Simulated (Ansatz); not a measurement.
## Nudged elastic band, with input and output: TaH₃Cl₃OF

System: TaH₃Cl₃OF.
Method: RHF/def2-SVP (Ansatz 0.2.0).

One setting was made poor on purpose. It belongs to a series of runs on one base structure; here: band between the two ends. Figures and captions count atoms from 1; the log counts them from 0 in places.

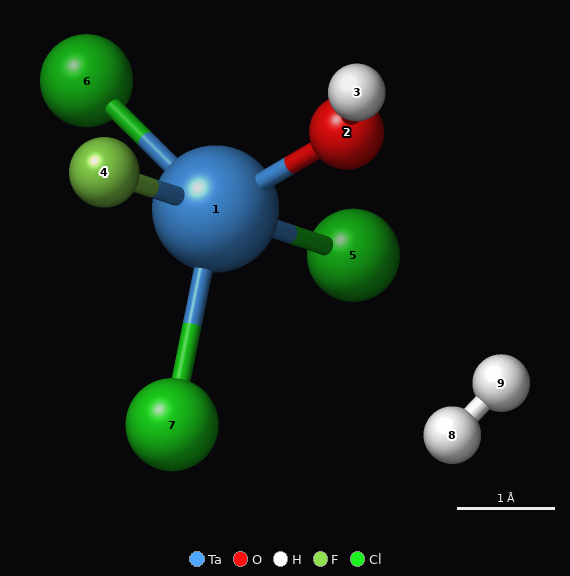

Fig. 1: The structure as given in the input (ball-and-stick view, seen at a tilt; atoms are numbered from 1 in the order of the input). Sticks mark near contacts. Bond lengths as drawn: Cl–Ta 2.32 to 2.35 Å, F–Ta 1.89 Å, H–H 0.75 Å, H–O 0.95 Å and O–Ta 1.85 Å.

## Input file
```yaml
crystal:
  periodic: [false, false, false]
  atoms:
    - { symbol: Ta, position_ang: [-0.183218, 0.41242, 0.006638] }
    - { symbol: O, position_ang: [1.663778, 0.315382, -0.080688] }
    - { symbol: H, position_ang: [2.38154, 0.157061, 0.518399] }
    - { symbol: F, position_ang: [-0.052825, 0.079116, 1.860626] }
    - { symbol: Cl, position_ang: [-0.356348, 0.822951, -2.301968] }
    - { symbol: Cl, position_ang: [-1.162375, 2.446932, 0.518445] }
    - { symbol: Cl, position_ang: [-1.425014, -1.534831, -0.172767] }
    - { symbol: H, position_ang: [1.745899, -3.340281, -0.795461] }
    - { symbol: H, position_ang: [2.329264, -2.935148, -1.026423] }
basis:
  gaussian: { orbitals: def2-SVP }
hamiltonian:
  xc: hf
neb:
  order_check: false
  images: 5
  f_tol: 0.03
  max_iterations: 53
  spring: 50.0
  final_atoms:
    - { symbol: Ta, position_ang: [-0.24370193, -0.50128596, -0.13238874] }
    - { symbol: O, position_ang: [2.03598738, -0.24471619, -0.09758293] }
    - { symbol: H, position_ang: [2.46161457, 0.58178884, 0.09869692] }
    - { symbol: F, position_ang: [0.00527435, -1.11329262, 1.62547728] }
    - { symbol: Cl, position_ang: [-0.17150076, -0.11564549, -2.45829952] }
    - { symbol: Cl, position_ang: [0.08332183, 1.78163001, 0.46982237] }
    - { symbol: Cl, position_ang: [-2.46812254, -1.07321764, -0.10802349] }
    - { symbol: H, position_ang: [0.56716581, -1.97647577, -0.55824851] }
    - { symbol: H, position_ang: [2.67066229, -0.91518316, -0.31265239] }
  initial_path:
    images:
      - { positions_ang: [[-0.183218, 0.41242, 0.006638], [1.663778, 0.315382, -0.080688], [2.38154, 0.157061, 0.518399], [-0.052825, 0.079116, 1.860626], [-0.356348, 0.822951, -2.301968], [-1.162375, 2.446932, 0.518445], [-1.425014, -1.534831, -0.172767], [1.745899, -3.340281, -0.795461], [2.329264, -2.935148, -1.026423]] }
      - { positions_ang: [[-0.11993708, 0.27589758, 0.009256], [1.90115759, 0.20609974, -0.06758254], [2.49704045, -0.07820232, 0.59180627], [-0.01786149, 0.05100763, 1.88839738], [-0.25474201, 0.55302406, -2.35291258], [-1.17957504, 2.34787843, 0.36303302], [-1.36402184, -1.73258801, -0.10351277], [1.37531297, -2.80407931, -0.86007895], [2.10332746, -2.39543581, -0.94160484]] }
      - { positions_ang: [[-0.05665617, 0.13937515, 0.01187401], [2.13853717, 0.09681748, -0.05447708], [2.6125409, -0.31346563, 0.66521353], [0.01710202, 0.02289927, 1.91616877], [-0.15313602, 0.28309713, -2.40385715], [-1.19677509, 2.24882487, 0.20762104], [-1.30302968, -1.93034502, -0.03425854], [1.00472694, -2.26787762, -0.9246969], [1.87739093, -1.85572362, -0.85678668]] }
      - { positions_ang: [[0.00662475, 0.00285273, 0.01449201], [2.37591676, -0.01246479, -0.04137162], [2.72804134, -0.54872895, 0.7386208], [0.05206553, -0.0052091, 1.94394015], [-0.05153004, 0.01317019, -2.45480173], [-1.21397513, 2.1497713, 0.05220906], [-1.24203752, -2.12810202, 0.0349957], [0.63414091, -1.73167594, -0.98931486], [1.65145439, -1.31601143, -0.77196851]] }
      - { positions_ang: [[-0.07681748, -0.1651935, -0.03446824], [2.26260696, -0.08988192, -0.06010872], [2.63923242, -0.17188968, 0.52531284], [0.03646847, -0.37457027, 1.83778586], [-0.09152028, -0.02976837, -2.45596766], [-0.78154281, 2.02705754, 0.1914135], [-1.65073252, -1.7764739, -0.01267737], [0.61181588, -1.81327588, -0.84562607], [1.99119036, -1.18240201, -0.61886314]] }
      - { positions_ang: [[-0.1602597, -0.33323973, -0.08342849], [2.14929717, -0.16729906, -0.07884582], [2.55042349, 0.20494958, 0.31200488], [0.02087141, -0.74393145, 1.73163157], [-0.13151052, -0.07270693, -2.45713359], [-0.34911049, 1.90434377, 0.33061793], [-2.05942753, -1.42484577, -0.06035043], [0.58949084, -1.89487583, -0.70193729], [2.33092632, -1.04879259, -0.46575776]] }
      - { positions_ang: [[-0.24370193, -0.50128596, -0.13238874], [2.03598738, -0.24471619, -0.09758293], [2.46161457, 0.58178884, 0.09869692], [0.00527435, -1.11329262, 1.62547728], [-0.17150076, -0.11564549, -2.45829952], [0.08332183, 1.78163001, 0.46982237], [-2.46812254, -1.07321764, -0.10802349], [0.56716581, -1.97647577, -0.55824851], [2.67066229, -0.91518316, -0.31265239]] }
```

Command:
```bash
ansatz run input.yaml --threads 2 --pin off --max-ram 3072MiB --backend cpu --events-out ev --progress --plain --runs-dir out
```

## The program's output
```
Engine: ansatz 0.2.0, x86_64-unknown-linux-gnu
Functional definition: HF
  exchange = exact_x
  correlation = 0
1306 factors; integrals over basis functions are off by at most 3.0e-4 eV
mean field evaluation 1: about -43820.0629 eV, gradient 5.6e1 eV
mean field evaluation 2: about -43820.2363 eV, gradient 5.7e1 eV
mean field evaluation 4: about -43827.0596 eV, gradient 3.2e0 eV
mean field evaluation 8: about -43827.1217 eV, gradient 4.0e-1 eV
mean field -43827.12262300 eV, -1610.6170493044 hartree, gradient 2.0e-5 eV, S^2 0.000000; 0 other end points of the search recorded, 0 dependent functions left out
the calculation of the forces begins
reference -43827.12262300 eV, -1610.6170493044 hartree; 42, 42 occupied and 87, 87 virtual orbitals, 1306 factors
1308 factors; integrals over basis functions are off by at most 1.2e-3 eV
mean field evaluation 16: about -43820.8036 eV, gradient 5.0e1 eV
mean field -43826.86156573 eV, -1610.6074556268 hartree, gradient 7.0e-5 eV, S^2 0.000000; 0 other end points of the search recorded, 0 dependent functions left out
[... from here on the field's lines of each further geometry are left out, up to the last ...]
NEB iter   1: max|band force component| = 3.389e1 eV/Å  barrier→ = 6.7822 eV  barrier← = 6.5211 eV  Δτ_max = 0.2000 Å  (289 SCF iters)
NEB iter   2: max|band force component| = 4.067e0 eV/Å  barrier→ = 3.1268 eV  barrier← = 2.8657 eV  Δτ_max = 0.1973 Å  (221 SCF iters)
NEB iter   3: max|band force component| = 2.144e0 eV/Å  barrier→ = 1.7268 eV  barrier← = 1.4657 eV  Δτ_max = 0.2000 Å  (206 SCF iters)
NEB iter   4: max|band force component| = 1.784e0 eV/Å  barrier→ = 1.3515 eV  barrier← = 1.0904 eV  Δτ_max = 0.2000 Å  (203 SCF iters)
NEB iter   5: max|band force component| = 1.079e0 eV/Å  barrier→ = 1.3103 eV  barrier← = 1.0493 eV  Δτ_max = 0.2000 Å  (206 SCF iters)
NEB iter   6: max|band force component| = 1.635e0 eV/Å  barrier→ = 1.1693 eV  barrier← = 0.9082 eV  Δτ_max = 0.0992 Å  (205 SCF iters)
NEB iter   7: max|band force component| = 5.744e-1 eV/Å  barrier→ = 1.0520 eV  barrier← = 0.7909 eV  Δτ_max = 0.1829 Å  (203 SCF iters)
NEB iter   8: max|band force component| = 5.710e-1 eV/Å  barrier→ = 0.9622 eV  barrier← = 0.7011 eV  Δτ_max = 0.0931 Å  (203 SCF iters)
NEB iter   9: max|band force component| = 6.692e-1 eV/Å  barrier→ = 0.9485 eV  barrier← = 0.6875 eV  CI = image 4  Δτ_max = 0.1874 Å  (206 SCF iters)
NEB iter  10: max|band force component| = 2.373e0 eV/Å  barrier→ = 1.2503 eV  barrier← = 0.9892 eV  CI = image 4  Δτ_max = 0.1856 Å  (208 SCF iters)
NEB iter  11: max|band force component| = 1.963e0 eV/Å  barrier→ = 1.5797 eV  barrier← = 1.3187 eV  CI = image 4  Δτ_max = 0.1888 Å  (200 SCF iters)
NEB iter  12: max|band force component| = 1.279e0 eV/Å  barrier→ = 1.9307 eV  barrier← = 1.6697 eV  CI = image 4  Δτ_max = 0.1851 Å  (212 SCF iters)
NEB iter  13: max|band force component| = 6.849e-1 eV/Å  barrier→ = 1.9161 eV  barrier← = 1.6550 eV  CI = image 4  Δτ_max = 0.1011 Å  (205 SCF iters)
NEB iter  14: max|band force component| = 2.387e-1 eV/Å  barrier→ = 1.8631 eV  barrier← = 1.6021 eV  CI = image 4  Δτ_max = 0.0546 Å  (208 SCF iters)
NEB iter  15: max|band force component| = 1.822e-1 eV/Å  barrier→ = 1.8558 eV  barrier← = 1.5947 eV  CI = image 4  Δτ_max = 0.0369 Å  (206 SCF iters)
NEB iter  16: max|band force component| = 1.702e-1 eV/Å  barrier→ = 1.8488 eV  barrier← = 1.5878 eV  CI = image 4  Δτ_max = 0.0396 Å  (207 SCF iters)
NEB iter  17: max|band force component| = 7.493e-2 eV/Å  barrier→ = 1.8455 eV  barrier← = 1.5845 eV  CI = image 4  Δτ_max = 0.0213 Å  (202 SCF iters)
NEB iter  18: max|band force component| = 7.598e-2 eV/Å  barrier→ = 1.8442 eV  barrier← = 1.5831 eV  CI = image 4  Δτ_max = 0.0123 Å  (208 SCF iters)
NEB iter  19: max|band force component| = 9.203e-2 eV/Å  barrier→ = 1.8437 eV  barrier← = 1.5827 eV  CI = image 4  Δτ_max = 0.0062 Å  (207 SCF iters)
the calculation of the forces begins
reference -43826.65487224 eV, -1610.5998597813 hartree; 42, 42 occupied and 87, 87 virtual orbitals, 1307 factors
1306 factors; integrals over basis functions are off by at most 1.4e-3 eV
mean field -43825.27920193 eV, -1610.5493048296 hartree, gradient 1.4e-5 eV, S^2 0.000000; 1 other end points of the search recorded, 0 dependent functions left out
the calculation of the forces begins
reference -43825.27920193 eV, -1610.5493048296 hartree; 42, 42 occupied and 87, 87 virtual orbitals, 1306 factors
NEB iter  20: max|band force component| = 2.838e-2 eV/Å  barrier→ = 1.8434 eV  barrier← = 1.5824 eV  CI = image 4  Δτ_max = 0.0000 Å  (387 SCF iters)
```

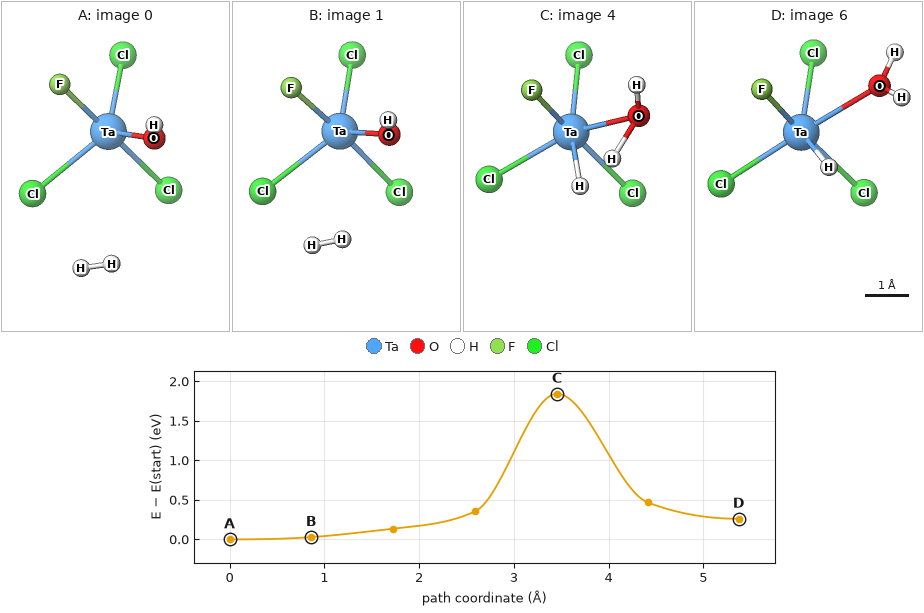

Fig. 2: Images of the last band (counted from 0; ball-and-stick, seen at a tilt) above the energy along the path; the line is a cubic interpolation that uses the forces. The highest image is number 4, 1.843 eV above the start and 1.582 eV above the end (the climbing image); the end lies 0.261 eV above the start. The path is 5.38 Å long. The band converged in 20 iterations.

```
Total energy: -43825.27920193 eV, -1610.5493048296 hartree
Atom 0 at    -0.037072    -0.254636    -0.169392 Å, force     0.012079     0.000920    -0.015758 eV/Å
Atom 1 at     2.027804    -0.015809    -0.261059 Å, force    -0.008192     0.032231     0.008599 eV/Å
Atom 2 at     2.523797     0.140500     0.535586 Å, force    -0.009814    -0.027854    -0.023048 eV/Å
Atom 3 at     0.378896    -0.680761     1.617886 Å, force     0.002413    -0.001414     0.009870 eV/Å
Atom 4 at    -0.027255    -0.036320    -2.491401 Å, force    -0.001144     0.001767     0.000663 eV/Å
Atom 5 at    -0.691053     1.910473     0.333353 Å, force     0.000497     0.001727     0.001230 eV/Å
Atom 6 at    -1.953644    -1.536857    -0.091427 Å, force    -0.004020    -0.002589    -0.001545 eV/Å
Atom 7 at     0.988475    -1.892188    -0.518942 Å, force     0.000301    -0.001449     0.002347 eV/Å
Atom 8 at     1.730754    -1.210800    -0.427803 Å, force     0.007879    -0.003340     0.017643 eV/Å
Dipole moment:     0.463480    -0.040693     0.192901 e Å
this run last wrote the band of iteration 20 to [file]
```

## The last band as extended XYZ (Å, eV, eV/Å)
```
9
Properties=species:S:1:pos:R:3:forces:R:3 image=0 energy=-43827.12262
Ta   -0.1832    0.4124    0.0066    0.0239  -0.0069   0.0205
O     1.6638    0.3154   -0.0807   -0.0115   0.0074  -0.0111
H     2.3815    0.1571    0.5184   -0.0052  -0.0001  -0.0023
F    -0.0528    0.0791    1.8606   -0.0109  -0.0005  -0.0083
Cl   -0.3563    0.8230   -2.3020    0.0003  -0.0013   0.0046
Cl   -1.1624    2.4469    0.5184    0.0029  -0.0002  -0.0024
Cl   -1.4250   -1.5348   -0.1728    0.0003   0.0016  -0.0022
H     1.7459   -3.3403   -0.7955    0.0003   0.0023   0.0016
H     2.3293   -2.9351   -1.0264   -0.0001  -0.0023  -0.0005
9
Properties=species:S:1:pos:R:3:forces:R:3 image=1 energy=-43827.09351
Ta   -0.1019    0.2811   -0.0416   -0.0060   0.0102  -0.0053
O     1.7542    0.3027   -0.1318    0.0060  -0.0181   0.0173
H     2.4483    0.1436    0.4953   -0.0220  -0.0056  -0.0163
F     0.0948   -0.1643    1.7832   -0.0157   0.0374   0.0162
Cl   -0.2441    0.6537   -2.3571   -0.0190   0.0305   0.0044
Cl   -1.0967    2.2796    0.5190   -0.0085   0.0167   0.0024
Cl   -1.4392   -1.6112   -0.2282    0.0208  -0.0023  -0.0024
H     1.4753   -2.9463   -0.6556    0.0221  -0.0339  -0.0068
H     2.0500   -2.5152   -0.8564    0.0222  -0.0349  -0.0095
9
Properties=species:S:1:pos:R:3:forces:R:3 image=2 energy=-43826.98660
Ta   -0.0278    0.1619   -0.0673   -0.0150   0.0266   0.0064
O     1.8217    0.4164   -0.0979   -0.0016   0.0102   0.0031
H     2.5365    0.2310    0.4960   -0.0109   0.0005  -0.0079
F     0.2584   -0.4961    1.6786   -0.0170   0.0407   0.0149
Cl   -0.0556    0.3312   -2.4062   -0.0137   0.0401   0.0090
Cl   -1.0228    2.1358    0.4972   -0.0225   0.0267   0.0079
Cl   -1.6259   -1.5500   -0.2095    0.0246  -0.0002  -0.0074
H     1.2328   -2.6207   -0.6155    0.0276  -0.0693  -0.0006
H     1.8234   -2.1859   -0.7487    0.0284  -0.0753  -0.0253
9
Properties=species:S:1:pos:R:3:forces:R:3 image=3 energy=-43826.76801
Ta    0.0418   -0.0212   -0.1261    0.0650   0.1802   0.0386
O     1.8854    0.3730   -0.1292   -0.1028   0.2628   0.0932
H     2.5665    0.2473    0.5173    0.0422   0.0589  -0.0389
F     0.3718   -0.7011    1.6036   -0.0070   0.0059  -0.0108
Cl    0.0159    0.0259   -2.4673    0.0296   0.0313   0.0102
Cl   -0.8953    1.9840    0.3957   -0.1146   0.0800   0.0262
Cl   -1.7662   -1.5471   -0.1493    0.1228   0.0293  -0.0101
H     1.0693   -2.2029   -0.5648    0.0378  -0.2406  -0.0157
H     1.6516   -1.7343   -0.5531   -0.0729  -0.4079  -0.0926
9
Properties=species:S:1:pos:R:3:forces:R:3 image=4 energy=-43825.27920
Ta   -0.0371   -0.2546   -0.1694    0.0121   0.0009  -0.0158
O     2.0278   -0.0158   -0.2611   -0.0082   0.0322   0.0086
H     2.5238    0.1405    0.5356   -0.0098  -0.0279  -0.0230
F     0.3789   -0.6808    1.6179    0.0024  -0.0014   0.0099
Cl   -0.0273   -0.0363   -2.4914   -0.0011   0.0018   0.0007
Cl   -0.6911    1.9105    0.3334    0.0005   0.0017   0.0012
Cl   -1.9536   -1.5369   -0.0914   -0.0040  -0.0026  -0.0015
H     0.9885   -1.8922   -0.5189    0.0003  -0.0014   0.0023
H     1.7308   -1.2108   -0.4278    0.0079  -0.0033   0.0176
9
Properties=species:S:1:pos:R:3:forces:R:3 image=5 energy=-43826.65487
Ta   -0.2167   -0.4198   -0.1744   -0.1109  -0.1103  -0.0033
O     2.0519   -0.1136   -0.2475   -0.0042  -0.0121   0.0095
H     2.5064    0.2192    0.5183   -0.0239   0.0978   0.0071
F     0.2809   -0.8058    1.6050   -0.0653  -0.0767  -0.0113
Cl   -0.1394   -0.0780   -2.4930   -0.0587  -0.0425  -0.0038
Cl   -0.2778    1.9028    0.3315    0.1752  -0.0336  -0.0128
Cl   -2.2780   -1.3855   -0.0389   -0.1613   0.0224   0.0143
H     0.6493   -1.9034   -0.5470   -0.1512   0.0041  -0.0111
H     2.3640   -0.9924   -0.4272    0.4002   0.1511   0.0114
9
Properties=species:S:1:pos:R:3:forces:R:3 image=6 energy=-43826.86157
Ta   -0.2437   -0.5013   -0.1324   -0.0007   0.0034  -0.0035
O     2.0360   -0.2447   -0.0976    0.0002   0.0005   0.0007
H     2.4616    0.5818    0.0987   -0.0009   0.0006  -0.0004
F     0.0053   -1.1133    1.6255   -0.0003  -0.0010   0.0026
Cl   -0.1715   -0.1156   -2.4583    0.0005  -0.0003   0.0025
Cl    0.0833    1.7816    0.4698    0.0002  -0.0003   0.0001
Cl   -2.4681   -1.0732   -0.1080   -0.0005   0.0001  -0.0005
H     0.5672   -1.9765   -0.5582    0.0011  -0.0024   0.0001
H     2.6707   -0.9152   -0.3127    0.0004  -0.0006  -0.0016
```

## Results in brief

- outcome: converged
- barrier, forward: 1.843 eV
- barrier, backward: 1.582 eV
- hardware: 2 threads of AMD EPYC (Zen 3), 32 GiB of memory available, shared host
- wall time: 5.6 min (CPU time 11 min)
- peak memory: 0.36 GiB

## Notes

A deliberately poor setting: spring. The order of the saddle point was not checked.
